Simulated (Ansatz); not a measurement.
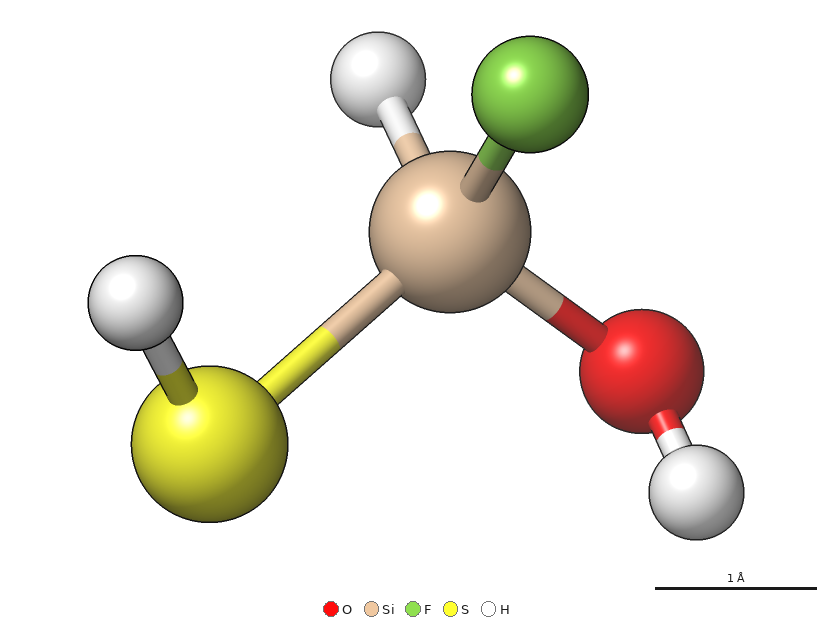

Ball-and-stick drawing of a structure.

Description:

It has 7 atoms: 1 fluorine, 3 hydrogen, 1 oxygen, 1 sulfur and 1 silicon (FH3OSSi). As SMILES it reads `O[Si@H](F)S`. It has no ring. Among its groups: Si–H bond, Si–O bond. The point group is C1. Coordination: 1 O bent; 1 Si tetrahedral; 1 S bent.

More results for the same structure follow; atom numbers are the same in all pictures, views and colours differ. The computed structure is the end point of a PBE0-D4/def2-TZVP optimisation.

Shape

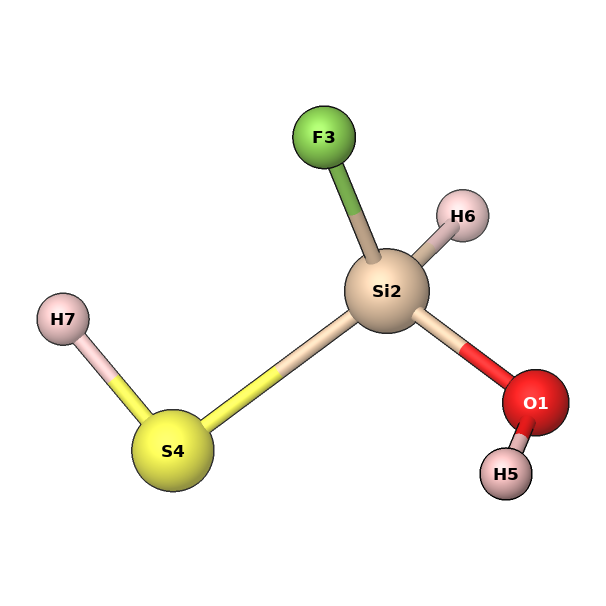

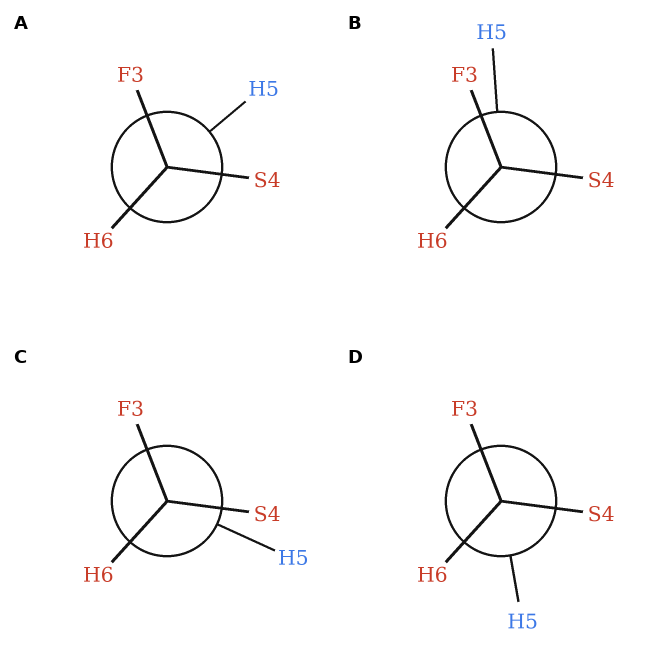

Distant atoms are faded towards the background colour. Bonds that would overlap in a projection are set slightly apart.

Which Newman projection shows the view along Si2–O1, with Si2 in front?

A. The torsion angle S4–Si2–O1–H5 is −47°, synclinal (gauche).

Vibrations

Harmonic vibrations computed with RKS PBE0-D4/def2-TZVP (Ansatz 0.2.0) at a stationary point of the same level.

List the wavenumbers.

15 modes: 144, 203, 258, 325, 352, 528, 712, 781, 840, 854, 895, 982, 2306, 2712, 3913 cm⁻¹.

Charges

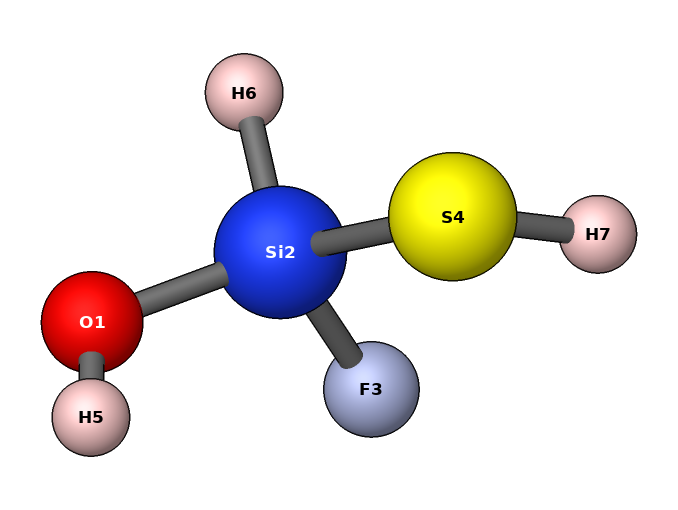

The questions are on Mulliken charges. Properties computed with RKS ωB97M-V/def2-TZVPP (Ansatz 0.2.0).

List the Mulliken charges.

```csv
atom,value (e)
O1,−0.37
Si2,0.65
F3,−0.30
S4,−0.26
H5,0.19
H6,−0.04
H7,0.13
```

Dipole moment

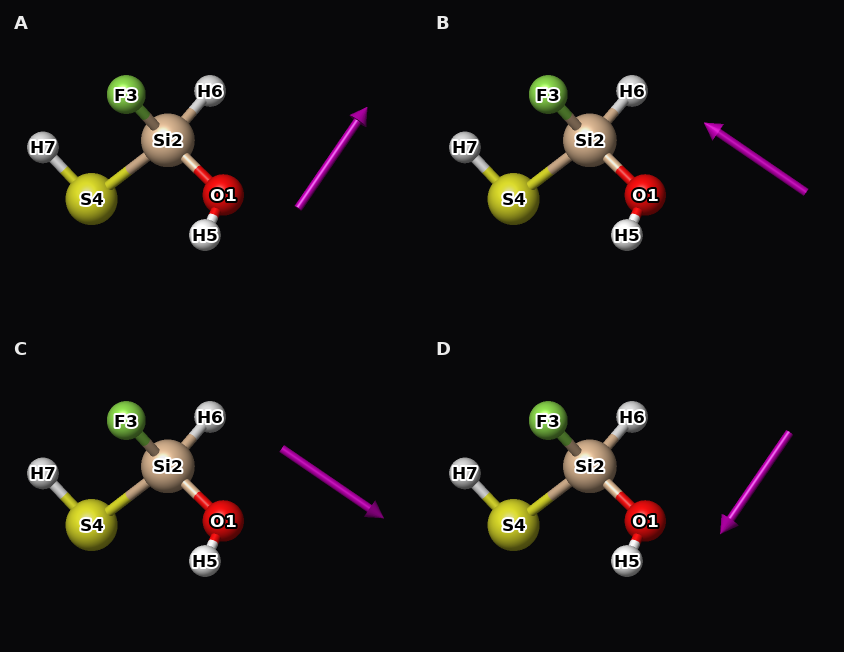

The same molecule four times, each with an arrow. Level of theory: RKS PBE-D4/def2-TZVPP (Ansatz 0.2.0).

Which arrow points along the dipole moment, from the negative to the positive end?

D. The dipole moment is 0.79 D; it points from the side of H6 to the side of S4 (the outermost atoms at the two ends).

Thermal motion

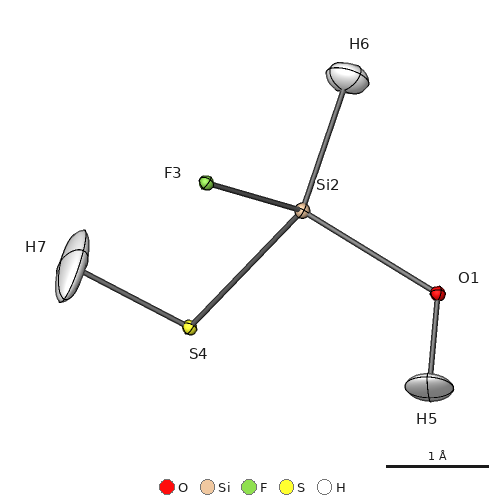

Displacement ellipsoids at the 50 % level, from the internal vibrations of the free molecule (harmonic, no overall translation or rotation; no half-axis is drawn under 0.075 Å). Vibrations computed with RKS PBE0-D4/def2-TZVP (Ansatz 0.2.0). Temperature: 0 K (zero-point motion alone).

Which atom moves most?

H7, with U_eq = 0.0444 Å².

Does H7 move more along its bond or across it?

Across it: the root-mean-square amplitude is 0.081 Å along the bond and up to 0.318 Å across, since bending and torsion are softer than stretching.

List U_eq and the three principal root-mean-square amplitudes for each kind of atom.

| atom | U_eq (Å²) | rms amplitudes (Å) |
| --- | --- | --- |
| O1 | 0.0015 | 0.022, 0.038, 0.051 |
| Si2 | 0.00079 | 0.026, 0.027, 0.031 |
| F3 | 0.0013 | 0.021, 0.035, 0.048 |
| S4 | 0.00056 | 0.013, 0.024, 0.031 |
| H5 | 0.0284 | 0.068, 0.154, 0.238 |
| H6 | 0.0163 | 0.089, 0.139, 0.147 |
| H7 | 0.0444 | 0.081, 0.159, 0.318 |

Mulliken values depend strongly on the basis set and can even reverse the polarity of a bond.
